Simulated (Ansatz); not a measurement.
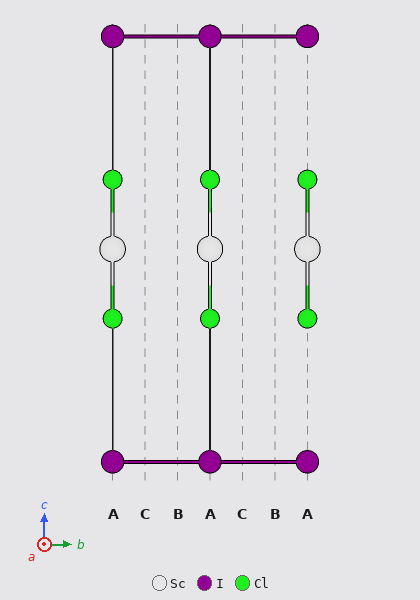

Projection along an edge of the hexagonal mesh, stacking direction c upwards. The dashed lines mark the three columns A (0, 0), B (1/3, 2/3) and C (2/3, 1/3). The sequence starts with the first layer at or above the cell's origin.

ScICl2. Coordinates: the geometry relaxed with Ansatz 0.2.0, DFT PBE, scalar-relativistic, plane waves, PAW; the starting structure was generated, so it need not be a known form of this composition.

Read off the stacking sequence over one period.

I(A) – Cl(A) – Sc(A) – Cl(A) (four layers in 13.87 Å).

How are the Cl and I layers alone stacked?

Cl and I layers alone: AAA, a sequence in which some neighbouring layers lie directly above each other.

Which positions between or in the Cl and I layers do the other atoms fill?

Sc: one linear site in each hexagonal cell. Two of the three gaps between Cl and I layers are empty, 4.67 Å wide.
